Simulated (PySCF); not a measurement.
# C4H10O2, SMILES `CC(O)COC`: electronic structure

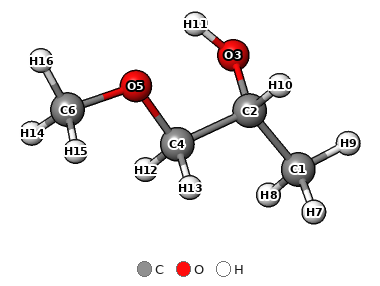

The molecule, with its atoms numbered as below. No frequency check shows the geometry to be a minimum.

Cartesian coordinates (Å):

```
C1       2.2203   -0.7925   -0.0693
C2       1.0233    0.0557    0.3392
O3       1.1777    1.3402   -0.2178
C4      -0.2948   -0.5677   -0.1346
O5      -1.3428    0.2815    0.2834
C6      -2.6121   -0.1734   -0.1047
H7       2.1549   -1.7812    0.3756
H8       2.2545   -0.8835   -1.1517
H9       3.1328   -0.3073    0.2641
H10      0.9807    0.1350    1.4384
H11      0.3407    1.8049   -0.0970
H12     -0.2926   -0.6542   -1.2320
H13     -0.4180   -1.5722    0.2960
H14     -2.6941   -0.2394   -1.1968
H15     -2.8275   -1.1596    0.3242
H16     -3.3316    0.5512    0.2711
```

### 1. Bonding charge

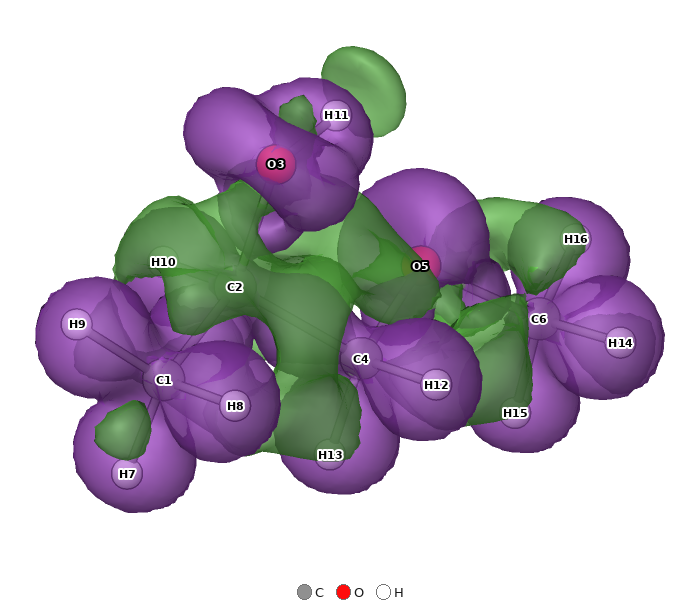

Deformation density (molecule less spherical, spin-averaged free atoms at the same positions), surfaces at ±0.07 e/Å³; purple: gain, green: loss.

Level of theory: ωB97X/def2-SVP (PySCF), at a geometry from GFN2-xTB.

Question: Describe the bonding that the map shows.

Answer: The five largest and four smallest: O3–H11: +0.83 e/Å³ at the bond critical point (bond length 0.96 Å, Mayer order 1.0). C6–H16: +0.76 e/Å³ at the bond critical point (bond length 1.09 Å, Mayer order 1.0). C2–H10: +0.74 e/Å³ at the bond critical point (bond length 1.10 Å, Mayer order 0.9). C6–H15: +0.73 e/Å³ at the bond critical point (bond length 1.10 Å, Mayer order 1.0). C6–H14: +0.73 e/Å³ at the bond critical point (bond length 1.10 Å, Mayer order 1.0). C1–C2: +0.49 e/Å³ at the bond critical point (bond length 1.52 Å, Mayer order 1.1). C2–O3: +0.17 e/Å³ at the bond critical point (bond length 1.41 Å, Mayer order 1.1). O5–C6: +0.14 e/Å³ at the bond critical point (bond length 1.40 Å, Mayer order 1.0). C4–O5: +0.14 e/Å³ at the bond critical point (bond length 1.41 Å, Mayer order 1.0). In all, 3.6 electrons gather in the regions of gain relative to the promolecule. A small or negative value marks a very polar bond, one between electron-rich atoms, whose free-atom densities already overlap strongly, a long bond to a heavier atom, or a closed-shell contact such as a hydrogen bond.

Question: Where do the Hirshfeld charges lie?

Answer: The highest Hirshfeld charge is on H11 (+0.15 e), the lowest on O3 (−0.23 e).

| atom | charge (e) |
| --- | --- |
| C1 | −0.12 |
| C2 | +0.04 |
| O3 | −0.23 |
| C4 | −0.01 |
| O5 | −0.13 |
| C6 | −0.04 |
| H7 | +0.04 |
| H8 | +0.04 |
| H9 | +0.05 |
| H10 | +0.03 |
| H11 | +0.15 |
| H12 | +0.03 |
| H13 | +0.03 |
| H14 | +0.04 |
| H15 | +0.04 |
| H16 | +0.05 |

### 2. Bond critical points

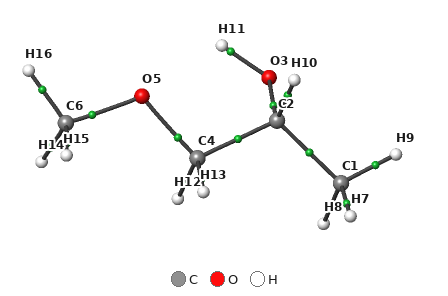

Molecular graph of the electron density (QTAIM): bond paths, bond critical points (green), ring points (magenta, if any); weak paths are dashed.

Question: How many critical points of each kind are there, and does the count close?

Answer: 16 nuclei, 15 bond, 0 ring and 0 cage critical points: 16 − 15 + 0 − 0 = 1, as the Poincaré–Hopf relation requires.

Question: Give the properties at the bond critical points.

Answer:
```tsv
bond	length (Å)	ρ (a.u.)	∇²ρ (a.u.)	ε	H (a.u.)
O3–H11	0.965	0.356	−2.30	0.02	−0.645
C6–H16	1.088	0.285	−1.10	0.04	−0.313
C6–H15	1.097	0.279	−1.04	0.05	−0.300
C2–H10	1.103	0.279	−1.03	0.04	−0.296
C6–H14	1.097	0.279	−1.04	0.05	−0.299
C1–H9	1.086	0.278	−1.03	0.00	−0.302
C4–H13	1.100	0.278	−1.02	0.05	−0.296
C4–H12	1.101	0.277	−1.03	0.05	−0.296
C1–H8	1.087	0.277	−1.02	0.00	−0.300
C1–H7	1.086	0.277	−1.01	0.00	−0.299
C2–O3	1.409	0.265	−0.52	0.02	−0.382
O5–C6	1.403	0.264	−0.43	0.02	−0.386
C4–O5	1.412	0.259	−0.44	0.02	−0.374
C2–C4	1.533	0.254	−0.62	0.03	−0.207
C1–C2	1.523	0.251	−0.60	0.04	−0.204
```

Question: What kind of interaction is C2–C4?

Answer: Shared-shell (covalent): ρ = 0.254, ∇²ρ = −0.62, H = −0.207 a.u.

### 3. Local ionisation energy

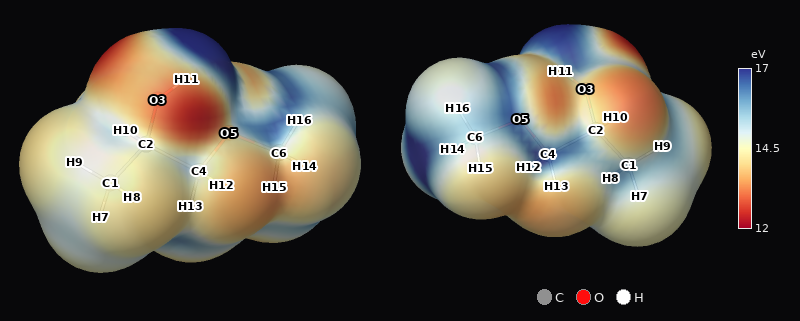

Average local ionisation energy on the surface of electron density 0.001 a.u. (back view left, front view right).

Question: Where are the most loosely bound electrons on this surface?

Answer: The lowest value is 12.3 eV, 1.8 Å from O3. Further minima include 12.4 eV, 1.8 Å from O3; 13.1 eV, 1.4 Å from H10; 13.2 eV, 1.4 Å from H12. For comparison, the highest occupied orbital lies at −9.9 eV.

Question: What volume does the surface enclose, and what is the dipole moment?

Answer: About 130 Å³; the dipole moment is 2.3 D.

### 4. In an electric field

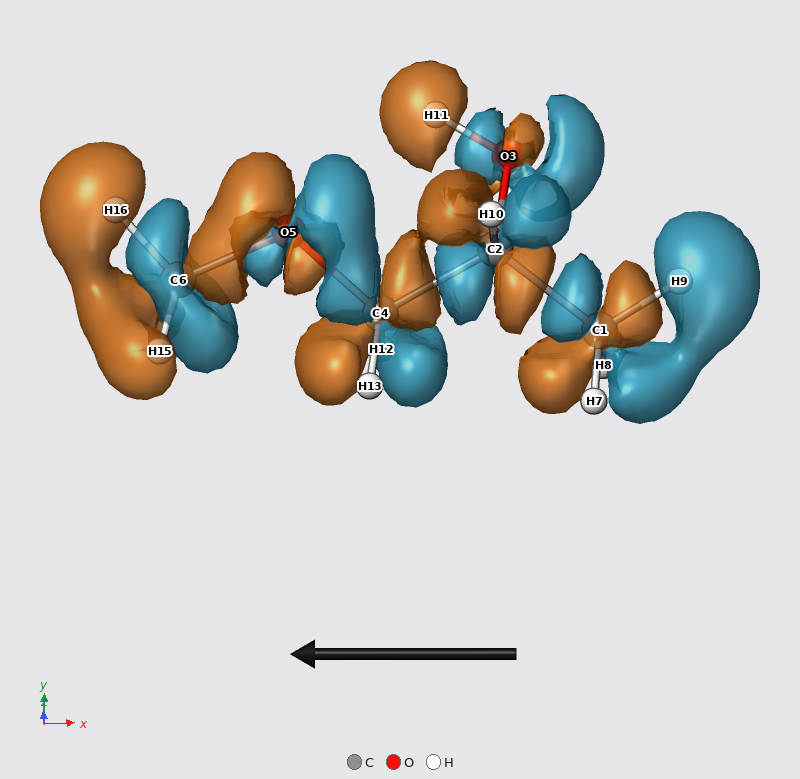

Change of the electron density in a uniform field of 0.26 V/Å along −x (arrow), surfaces at ±0.002 e/Å³ (light blue: gain, orange: loss).

Method: B3LYP/6-31+G*; geometry: GFN2-xTB; program: PySCF. The basis has diffuse s and p functions alone, which still leaves polarisabilities too small, most of all across bonds.

The field was applied in both directions; the picture shows the one opposite to the script's first.

Question: How large is the response?

Answer: The induced dipole is 0.85 D (along the field); α along this axis, from the fields in both directions, is 67 bohr³ (9.9 Å³).

### 5. Localised orbitals

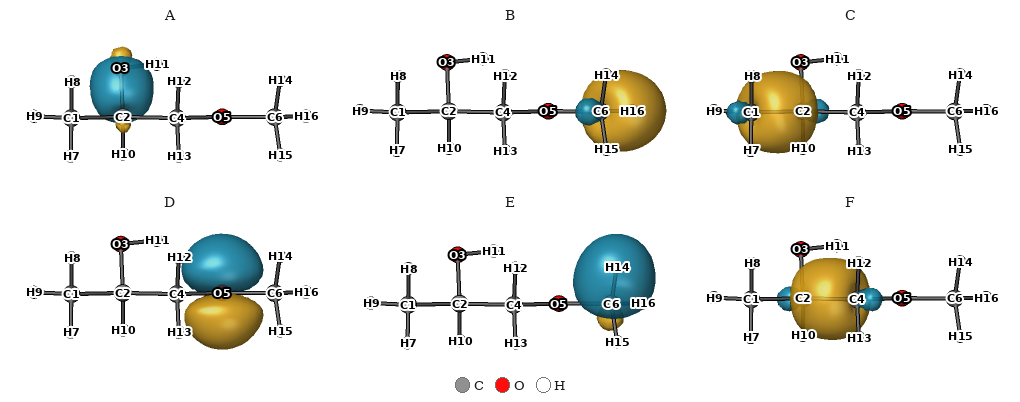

Intrinsic bond orbitals (IBO), occupied; each surface holds about 85 % of the orbital's density. Energies are diagonal elements of the Fock matrix.

Level of theory: PBE/def2-SVPD (PySCF), at a geometry from GFN2-xTB.

Question: Name the orbitals, with their atomic make-up and energies.

Answer: By panel:
- A: σ bond O3–C2 (O3 63 %, C2 36 %; −17.4 eV)
- B: σ bond C6–H16 (C6 58 %, H16 42 %; −12.2 eV)
- C: σ bond C2–C1 (C2 50 %, C1 49 %; −13.0 eV)
- D: lone pair on O5 (p-type) (O5 95 %; −7.6 eV)
- E: σ bond C6–H14 (C6 57 %, H14 43 %; −12.2 eV)
- F: σ bond C4–C2 (C4 51 %, C2 48 %; −13.2 eV)

Question: How do all the valence pairs divide up?

Answer: 19 pairs: 15 σ bonds and 4 lone pairs.

### 6. Stretching a bond

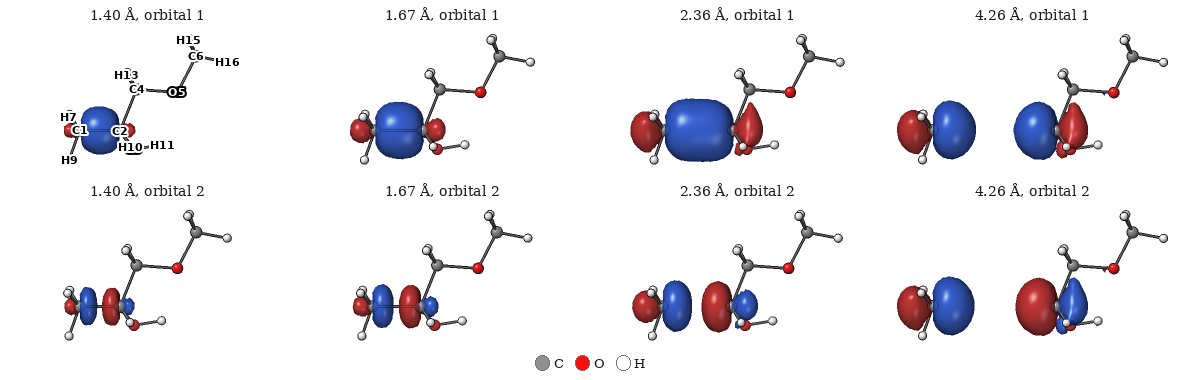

Rigid stretch of the C1–C2 bond. The two CASSCF(2,2) natural orbitals nearest half filling (orbital 1 the more occupied).

Method: 6-31G* basis; geometry: GFN2-xTB; program: PySCF.

Question: How do the occupations change along the stretch?

Answer: 1.40 Å: 1.99 and 0.01; 1.67 Å: 1.97 and 0.03; 2.36 Å: 1.82 and 0.18; 4.26 Å: 1.08 and 0.92. At the longest distance computed (4.26 Å) they are 1.08 and 0.92, and the effective number of unpaired electrons is 2.0.

Question: Where does the UHF solution part from RHF?

Answer: Between 2.05 Å (⟨S²⟩ = 0, the two coincide) and 2.36 Å (⟨S²⟩ = 0.58); at 4.26 Å ⟨S²⟩ is 1.01 and UHF lies 5.2 eV below RHF.

Question: How much energy does the stretch cost?

Answer: By CASSCF, 4.2 eV from the lowest point of the scan (1.52 Å) to 4.26 Å; RHF gives 8.9 eV from its own lowest point. The fragments aren't relaxed and dynamic correlation is missing, so this isn't a bond dissociation energy.

The PySCF runs shown took 21 s, 35 s, 43 s and 6 min on 1 thread of Intel(R) Xeon(R) Platinum 8488C (Sapphire Rapids), on a shared host.
